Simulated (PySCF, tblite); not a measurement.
# C3H9BN2S: geometry, infrared bands and NMR shifts

What infrared bands and NMR shifts should C3H9BN2S (`CC#[N+][B@H-](N)SC`) show?

The runs use tblite 0.8.0 and PySCF 2.14.0, with density-fitted response routines of our own; the level of theory stands in each step. All values are computed, except where a source is named. Atoms are numbered from 0 throughout.

**1. Starting geometry**

16 atoms, charge 0, multiplicity 1; geometry from: force field or distance geometry start.

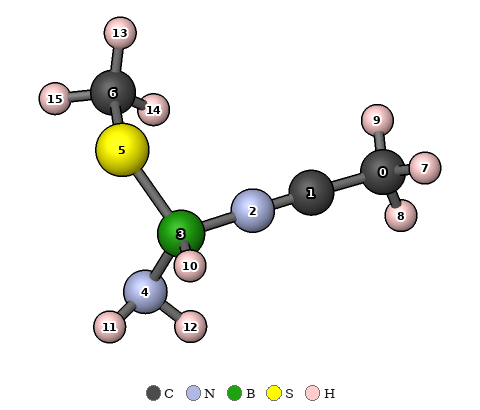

The starting geometry (carbon dark grey, nitrogen light blue, boron green, sulfur yellow, hydrogen pink), atoms numbered; sticks join atoms by distance.

**2. Relaxing the molecule with GFN2-xTB**

What the job is given:

```
{"job": {"kind": "relax", "xc": "GFN2-xTB", "basis": "xTB"}, "charge": 0, "multiplicity": 1}
C     -2.883200     0.858500    -0.080400
C     -1.597800     0.215200    -0.323900
N     -0.554400    -0.329600    -0.505500
B      0.723600    -1.019100    -0.760000
N      0.944000    -2.083300     0.368300
S      2.083500     0.257300    -0.822100
C      2.147600     1.365600     0.589700
H     -3.428200     0.996700    -1.040500
H     -3.494300     0.206500     0.588800
H     -2.718300     1.801600     0.440100
H      0.672600    -1.646600    -1.792700
H      1.555400    -2.867700    -0.008600
H     -0.017700    -2.529800     0.477300
H      2.288000     2.420000     0.234800
H      1.227400     1.258000     1.194300
H      3.044200     1.105500     1.231500
```

On the command line:

```console
$ OMP_NUM_THREADS=1 python probes_run.py task.json out
```

One launch serves the whole session: the jobs run in the order shown.

The program printed:

```text
step      E/eV     max force
  0    -579.35827    3.872
  1    -579.35422   10.173
  2    -579.69718    1.064
  3    -579.73811    0.645
  4    -579.77692    0.538
  5    -579.81019    0.654
  6    -579.84236    0.452
  7    -579.85915    0.373
  8    -579.87095    0.262
  9    -579.88112    0.344
 10    -579.88900    0.263
 11    -579.89478    0.189
 12    -579.89884    0.182
 13    -579.90293    0.203
 14    -579.90848    0.276
 15    -579.91558    0.383
 16    -579.92478    0.474
 17    -579.93638    0.459
 18    -579.94800    0.290
 19    -579.95727    0.221
 20    -579.96560    0.306
 21    -579.97519    0.442
 22    -579.98740    0.508
 23    -580.00187    0.453
 24    -580.01518    0.273
 25    -580.02465    0.188
 26    -580.03134    0.264
 27    -580.03906    0.315
 28    -580.04505    0.256
 29    -580.04945    0.156
 30    -580.05278    0.164
 31    -580.05635    0.180
 32    -580.06085    0.176
 33    -580.06492    0.127
 34    -580.06775    0.130
 35    -580.07082    0.148
 36    -580.07425    0.178
 37    -580.07731    0.128
 38    -580.07968    0.118
 39    -580.08159    0.097
 40    -580.08326    0.130
 41    -580.08479    0.122
 42    -580.08596    0.079
 43    -580.08693    0.092
 44    -580.08801    0.106
 45    -580.08938    0.131
 46    -580.09055    0.090
 47    -580.09145    0.076
 48    -580.09228    0.071
 49    -580.09324    0.119
 50    -580.09422    0.115
 51    -580.09499    0.066
 52    -580.09556    0.070
 53    -580.09611    0.069
 54    -580.09671    0.101
 55    -580.09731    0.084
 56    -580.09780    0.051
 57    -580.09816    0.040
 58    -580.09841    0.042
 59    -580.09859    0.033
 60    -580.09873    0.031
 61    -580.09893    0.044
 62    -580.09923    0.057
 63    -580.09962    0.058
 64    -580.10004    0.062
 65    -580.10049    0.062
 66    -580.10106    0.082
 67    -580.10195    0.104
 68    -580.10321    0.101
 69    -580.10463    0.105
 70    -580.10532    0.183
 71    -580.10683    0.122
 72    -580.10797    0.119
 73    -580.11059    0.117
 74    -580.11135    0.068
 75    -580.11228    0.083
 76    -580.11267    0.053
 77    -580.11287    0.036
 78    -580.11329    0.058
 79    -580.11376    0.055
 80    -580.11408    0.095
 81    -580.11440    0.030
 82    -580.11456    0.031
 83    -580.11483    0.038
 84    -580.11501    0.029
 85    -580.11515    0.027
 86    -580.11522    0.021
 87    -580.11527    0.026
 88    -580.11533    0.025
 89    -580.11545    0.036
 90    -580.11559    0.057
 91    -580.11591    0.135
 92    -580.11644    0.155
 93    -580.11183    0.649
 94    -580.11832    0.093
 95    -580.11976    0.091
 96    -580.09777    1.480
 97    -580.12155    0.057
 98    -580.12302    0.052
 99    -580.09831    0.913
100    -580.12246    0.158
101    -580.12489    0.219
102    -580.12476    0.688
103    -580.12918    0.269
104    -580.13178    0.180
105    -580.13169    0.837
106    -580.13810    0.206
107    -580.14174    0.068
108    -580.11585    1.416
109    -580.14413    0.099
110    -580.14583    0.161
111    -580.14377    0.848
112    -580.15022    0.101
113    -580.15237    0.135
114    -580.14437    1.014
115    -580.15631    0.083
116    -580.15840    0.084
117    -580.15412    0.933
118    -580.16225    0.120
119    -580.16431    0.102
120    -580.15879    0.796
121    -580.16791    0.122
122    -580.17002    0.104
123    -580.16666    0.734
124    -580.17432    0.156
125    -580.17653    0.160
126    -580.17566    0.624
127    -580.18212    0.125
128    -580.18437    0.138
129    -580.18553    0.474
130    -580.19032    0.097
131    -580.19215    0.086
132    -580.19518    0.203
133    -580.19722    0.083
134    -580.19840    0.083
135    -580.20052    0.136
136    -580.20164    0.160
137    -580.20269    0.101
138    -580.20337    0.103
139    -580.20394    0.105
140    -580.20460    0.099
141    -580.20528    0.079
142    -580.20577    0.071
143    -580.20614    0.051
144    -580.20649    0.057
145    -580.20699    0.075
146    -580.20773    0.092
147    -580.20865    0.108
148    -580.20956    0.071
149    -580.21034    0.058
150    -580.21100    0.091
151    -580.21177    0.098
152    -580.21221    0.075
153    -580.21262    0.057
154    -580.21296    0.043
155    -580.21326    0.054
156    -580.21351    0.062
157    -580.21371    0.076
158    -580.21390    0.059
159    -580.21409    0.059
160    -580.21429    0.034
161    -580.21452    0.044
162    -580.21477    0.045
163    -580.21509    0.057
164    -580.21549    0.063
165    -580.21600    0.075
166    -580.21648    0.053
167    -580.21680    0.034
168    -580.21696    0.025
169    -580.21704    0.021
170    -580.21710    0.018
171    -580.21715    0.019
172    -580.21718    0.017
173    -580.21722    0.017
174    -580.21727    0.018
175    -580.21734    0.020
176    -580.21741    0.020
177    -580.21749    0.022
178    -580.21756    0.025
179    -580.21763    0.029
180    -580.21774    0.031
181    -580.21790    0.033
182    -580.21813    0.035
183    -580.21846    0.043
184    -580.21884    0.050
185    -580.21909    0.039
186    -580.21908    0.065
187    -580.21937    0.021
188    -580.21941    0.014
189    -580.21945    0.009
```

Run time: 2 s. Hardware: 1 thread of Arm Neoverse N1, shared host.

Along the way: (not every step is listed) (the energy doesn't fall at every step)

| step | energy from step 0 (eV) | largest force (eV/Å) |
| --- | --- | --- |
| 0 | 0.0000 | 3.8724 |
| 1 | 0.0040 | 10.1727 |
| 2 | -0.3389 | 1.0639 |
| 3 | -0.3798 | 0.6451 |
| 4 | -0.4187 | 0.5376 |
| 5 | -0.4519 | 0.6544 |
| 6 | -0.4841 | 0.4517 |
| 7 | -0.5009 | 0.3735 |
| 8 | -0.5127 | 0.2622 |
| 25 | -0.6664 | 0.1880 |
| 42 | -0.7277 | 0.0788 |
| 59 | -0.7403 | 0.0332 |
| 76 | -0.7544 | 0.0532 |
| 93 | -0.7536 | 0.6492 |
| 110 | -0.7876 | 0.1609 |
| 127 | -0.8239 | 0.1251 |
| 144 | -0.8482 | 0.0574 |
| 161 | -0.8563 | 0.0443 |
| 178 | -0.8593 | 0.0250 |
| 184 | -0.8606 | 0.0496 |
| 185 | -0.8608 | 0.0392 |
| 186 | -0.8608 | 0.0650 |
| 187 | -0.8611 | 0.0211 |
| 188 | -0.8611 | 0.0136 |
| 189 | -0.8612 | 0.0087 |

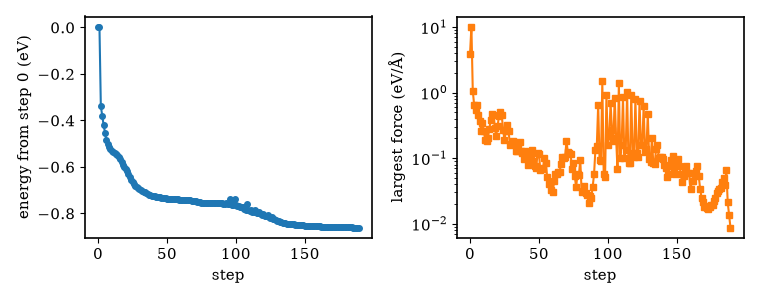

Energy and largest force along the relaxation.

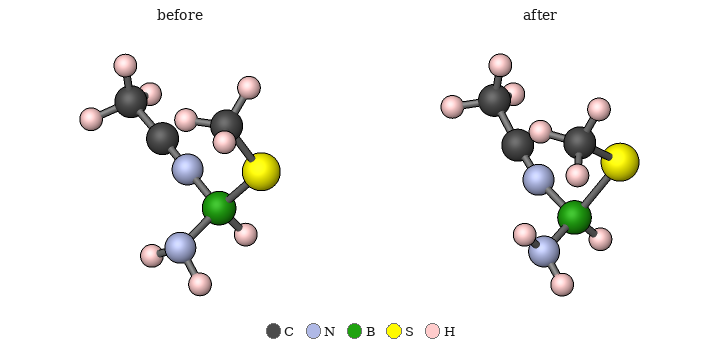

The geometry before (left) and after (right).

Distances of close pairs at the start and the end, largest changes first:

| bond | before (Å) | after (Å) | change (Å) |
| --- | --- | --- | --- |
| B3–S5 | 1.866 | 1.992 | +0.125 |
| B3–N4 | 1.567 | 1.460 | -0.106 |
| N4–H12 | 1.066 | 1.006 | -0.060 |
| N4–H11 | 1.064 | 1.008 | -0.055 |
| C6–H15 | 1.133 | 1.087 | -0.045 |
| C1–N2 | 1.191 | 1.151 | -0.040 |
| C6–H13 | 1.121 | 1.085 | -0.036 |
| C0–C1 | 1.458 | 1.427 | -0.030 |

The next job starts from the end point, and lists it.

**3. Vibrational analysis with GFN2-xTB**

What the job is given:

```
{"job": {"kind": "ir", "xc": "GFN2-xTB", "basis": "xTB"}, "charge": 0, "multiplicity": 1}
C     -2.787148     1.037991    -0.107236
C     -1.691309     0.140101    -0.281457
N     -0.773370    -0.534245    -0.447679
B      0.534357    -1.181640    -0.814767
N      0.996061    -2.040754     0.272096
S      1.518561     0.517479    -1.147393
C      1.953671     0.998779     0.555779
H     -3.315115     1.141723    -1.055351
H     -3.473867     0.650759     0.645672
H     -2.418836     2.016427     0.204258
H      0.394881    -1.709259    -1.862819
H      1.228863    -1.613501     1.155317
H      1.694556    -2.723076     0.031696
H      2.405494     1.984201     0.504263
H      1.057189     1.034238     1.171848
H      2.668415     0.289720     0.966812
```

The program printed:

```text
mode    cm-1     km/mol
  1     -20.6      0.13
  2      44.7      2.77
  3      73.8      6.87
  4     100.3      5.74
  5     130.0      0.63
  6     184.4      1.39
  7     241.8     14.52
  8     257.4     22.85
  9     297.7      9.13
 10     335.1      1.00
 11     357.8     18.10
 12     417.1      7.51
 13     465.1     17.60
 14     561.7    224.58
 15     636.2    126.41
 16     726.4      8.10
 17     896.2     10.39
 18     912.4     46.78
 19     935.4      0.22
 20     954.1      8.49
 21     990.7     17.15
 22     996.5     12.81
 23    1043.0     34.61
 24    1047.5    111.57
 25    1100.1    186.99
 26    1312.0      9.64
 27    1363.4     30.79
 28    1405.2     19.36
 29    1407.0     14.72
 30    1465.2      1.55
 31    1470.5      2.95
 32    1564.8     33.08
 33    2360.1    106.44
 34    2533.6    117.10
 35    2992.8     15.07
 36    2996.6      0.53
 37    3003.9     16.51
 38    3007.0      2.29
 39    3011.7      0.18
 40    3047.9      9.14
 41    3474.0      6.40
 42    3527.5      1.63
```

Wall time 0.8 s (1 thread of Arm Neoverse N1, shared host).

The strongest bands and the atoms that carry them (share of the mass-weighted mode):

| cm⁻¹ | km/mol | atoms |
| --- | --- | --- |
| 562 | 224.6 | H12 27 %, H11 25 %, B3 21 %, N4 15 % |
| 636 | 126.4 | B3 39 %, H11 20 %, N4 15 % |
| 912 | 46.8 | H10 65 %, H13 11 % |
| 1043 | 34.6 | H10 30 %, H11 21 %, N4 18 %, B3 17 % |
| 1048 | 111.6 | C0 28 %, N2 27 %, C1 12 % |
| 1100 | 187.0 | B3 50 %, H10 25 %, N4 13 % |
| 2360 | 106.4 | C1 59 %, N2 39 % |
| 2534 | 117.1 | H10 92 % |

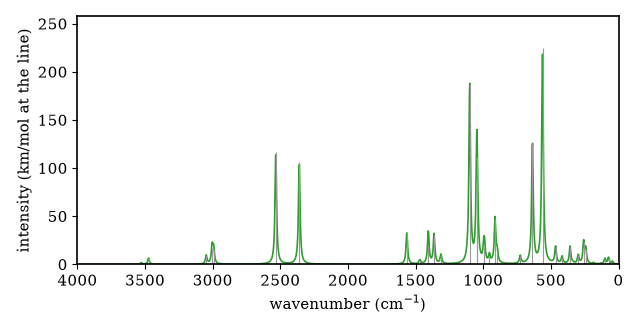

The infrared spectrum from these modes, unscaled. Lines are broadened to a width of 14 cm⁻¹ (Lorentzian).

**4. Shielding tensors: PBE0/pcSseg-1**

Same as in step 3 but for these lines:

```diff
@@ -1,2 +1,2 @@
-{"job": {"kind": "ir", "xc": "GFN2-xTB", "basis": "xTB"}, "charge": 0, "multiplicity": 1}
+{"job": {"kind": "nmr", "xc": "PBE0", "basis": "pcSseg-1"}, "charge": 0, "multiplicity": 1}
 C     -2.787148     1.037991    -0.107236
```

Method: GIAO PBE0/pcSseg-1 NMR shielding, non-relativistic, gas phase.

The program printed:

```text
coarse grid: 13672 points
cycle   1  E = -651.6671105466  dE =  8.037e-01  |g| = 5.935e-01  |ddm| = 3.500e+00
cycle   2  E = -651.4811155269  dE =  1.860e-01  |g| = 1.100e+00  |ddm| = 1.649e+00
cycle   3  E = -651.7583596941  dE = -2.772e-01  |g| = 2.083e-01  |ddm| = 9.951e-01
cycle   4  E = -651.7664481939  dE = -8.088e-03  |g| = 7.618e-02  |ddm| = 1.630e-01
cycle   5  E = -651.7675845636  dE = -1.136e-03  |g| = 1.533e-02  |ddm| = 5.632e-02
cycle   6  E = -651.7676457421  dE = -6.118e-05  |g| = 2.428e-03  |ddm| = 1.776e-02
cycle   7  E = -651.7676469511  dE = -1.209e-06  |g| = 7.572e-04  |ddm| = 3.052e-03
final grid: 126912 points
cycle   8  E = -651.8053303065  dE = -4.384e-05  |g| = 1.023e-02  |ddm| = 3.506e-02
cycle   9  E = -651.8053143952  dE =  1.591e-05  |g| = 1.313e-02  |ddm| = 1.961e-02
cycle  10  E = -651.8053552572  dE = -4.086e-05  |g| = 1.185e-03  |ddm| = 1.238e-02
cycle  11  E = -651.8053555634  dE = -3.063e-07  |g| = 4.568e-04  |ddm| = 1.347e-03
cycle  12  E = -651.8053555980  dE = -3.461e-08  |g| = 2.295e-04  |ddm| = 4.088e-04
cycle  13  E = -651.8053556091  dE = -1.105e-08  |g| = 4.038e-05  |ddm| = 1.642e-04
cycle  14  E = -651.8053556095  dE = -3.834e-10  |g| = 1.047e-05  |ddm| = 5.602e-05
converged SCF energy = -651.8053556095

GIAO shielding tensors (ppm)
atom      isotropic    diamagn.    paramagn.     s11        s22        s33       span
  0 C      184.492     248.989     -64.497    175.172    178.135    200.168     24.997
  1 C       62.840     273.425    -210.585    -26.327      3.253    211.594    237.922
  2 N       37.542     332.360    -294.818   -133.337    -98.741    344.704    478.041
  3 B      115.820     189.867     -74.047     97.215    120.630    129.615     32.400
  4 N      256.977     314.351     -57.375    221.557    255.393    293.980     72.424
  5 S      504.940    1059.267    -554.327    346.898    520.761    647.160    300.262
  6 C      174.737     251.775     -77.038    167.013    171.100    186.098     19.085
  7 H       29.309      25.860       3.448     24.432     26.973     36.522     12.090
  8 H       29.348      26.329       3.019     24.499     26.898     36.647     12.148
  9 H       29.180      29.113       0.067     23.996     28.067     35.477     11.481
 10 H       28.220      30.013      -1.793     26.139     27.108     31.412      5.274
 11 H       31.837      33.051      -1.215     24.663     30.336     40.511     15.848
 12 H       32.163      30.055       2.109     24.809     27.114     44.568     19.759
 13 H       29.696      30.597      -0.901     24.536     27.094     37.459     12.923
 14 H       30.134      34.420      -4.286     24.794     29.179     36.427     11.633
 15 H       29.487      31.126      -1.640     24.297     27.314     36.848     12.551
```

Wall time 48 s (1 thread of Arm Neoverse N1, shared host); peak memory 0.77 GiB.

The references, computed at this level on geometries of the same kind, shield at (ppm): ¹H TMS 31.72, ¹³C TMS 186.9, ¹⁵N NH3 267.7, ¹¹B BF3·OEt2 100.1, ³³S CS2 504. Their shielding less the atom's gives the shift. The references are single molecules in the gas phase, so shifts against H2O, NH3, PH3, H3PO4 or CFCl3 are not on the usual liquid scales and can be off by tens of ppm. Atoms listed in one row are averaged.

| atoms | environment | σ (ppm) | δ (ppm) | δ scaled to CDCl3 |
| --- | --- | --- | --- | --- |
| C1 | nitrilium-type carbon | 62.8 | 124.1 | 119.2 |
| C6 | methyl carbon bonded to S | 174.7 | 12.2 | 5.6 |
| C0 | methyl carbon α to a nitrile | 184.5 | 2.4 | 0.5 |
| H10 | hydrogen on a boron bonded to 2 N, S | 28.22 | 3.50 | – |
| H7, H8, H9 | hydrogen on a methyl carbon α to a nitrile | 29.28 | 2.44 | 2.40 |
| H13, H14, H15 | hydrogen on a methyl carbon bonded to S | 29.77 | 1.94 | 1.94 |
| H11, H12 | hydrogen on a nitrogen bonded to B | 32.00 | -0.28 | – |
| N2 | donor nitrogen of a Lewis adduct | 37.5 | 230.2 | – |
| N4 | nitrogen bonded to B, 2 H | 257.0 | 10.8 | – |
| B3 | boron bonded to 2 N, S, H | 115.8 | -15.8 | – |
| S5 | sulfur bonded to C, B | 505 | -1 | – |

The scaled column applies a straight-line fit of computed shieldings to shifts measured in CDCl3, with any fitted terms for Cl, Br or S neighbours (root-mean-square error 0.16 ppm for H, 1.9 ppm for C).

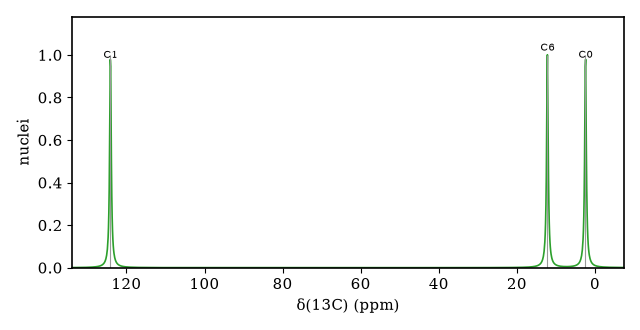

¹³C lines at the computed shifts, without couplings. Lines are broadened to a width of 0.49 ppm (Lorentzian).

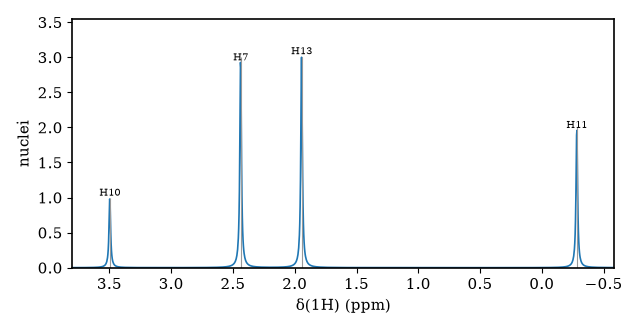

¹H lines at the computed shifts, without couplings. Lines are broadened to a width of 0.02 ppm (Lorentzian).

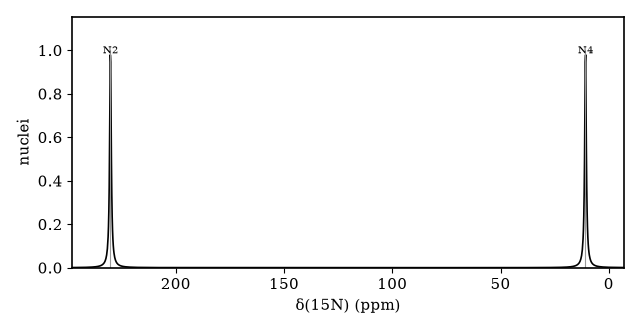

¹⁵N lines at the computed shifts, without couplings. Lines are broadened to a width of 0.88 ppm (Lorentzian).

Charges from the same density, by scheme (e):

| atoms | Mulliken | IAO | Hirshfeld | ESP fit |
| --- | --- | --- | --- | --- |
| C0 | -0.18 | -0.46 | -0.06 | -0.62 |
| C1 | 0.21 | 0.24 | 0.18 | 0.51 |
| N2 | -0.29 | 0.01 | -0.01 | -0.28 |
| B3 | 0.21 | -0.05 | 0.04 | 0.57 |
| N4 | -0.51 | -0.65 | -0.32 | -1.12 |
| S5 | -0.32 | -0.14 | -0.17 | -0.44 |
| C6 | -0.39 | -0.50 | -0.14 | -0.36 |

IAO charges:

C0 -0.46; C1 0.24; N2 0.01; B3 -0.05; N4 -0.65; S5 -0.14; C6 -0.50; H7 0.21; H8 0.20; H9 0.20; H10 0.01; H11 0.23; H12 0.26; H13 0.16; H14 0.12; H15 0.14

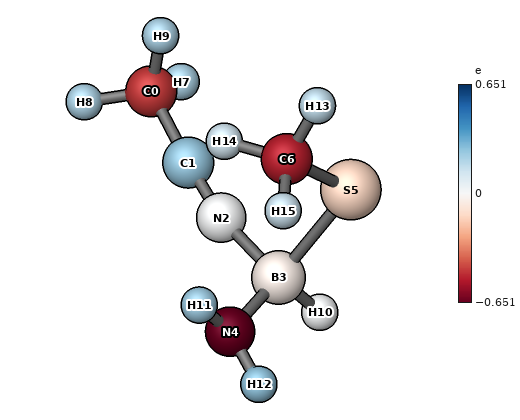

IAO charges, as colours on the atoms.

Mayer bond orders: C0–C1 1.06, C1–N2 2.63, N2–B3 0.65, B3–N4 1.11, B3–S5 0.78, S5–C6 1.00.

**5. Outcome**

| quantity | value |
| --- | --- |
| strongest single infrared mode (GFN2-xTB) | 562 cm⁻¹, 225 km/mol |
| zero-point energy (GFN2-xTB) | 76.7 kcal/mol |
| ¹³C shifts against TMS (PBE0/pcSseg-1) | 124.1, 12.2, 2.4 ppm |
| ¹H shifts against TMS (PBE0/pcSseg-1, means over atoms taken as alike) | 3.50, 2.44, 1.94, -0.28 ppm |
| ¹⁵N shifts against NH3 (PBE0/pcSseg-1) | 230.2, 10.8 ppm |
| ¹¹B shifts against BF3·OEt2 (PBE0/pcSseg-1) | -15.8 ppm |
| ³³S shifts against CS2 (PBE0/pcSseg-1) | -1 ppm |

In words: Relaxing lowered the energy by 0.861 eV in 189 steps; the close pair that moved most is B3–S5, from 1.866 to 1.992 Å. The lowest mode is imaginary (21i cm⁻¹), so the xTB geometry is not a minimum. The strongest single mode, at 562 cm⁻¹, is spread over several atoms, H12, H11, B3, N4 among them. Unscaled tight-binding wavenumbers are off by several per cent, some by more. Its intensities can rank the bands wrongly. At PBE0/pcSseg-1: The widest tensor belongs to N2: span 478 ppm, with a paramagnetic part of -295 ppm.
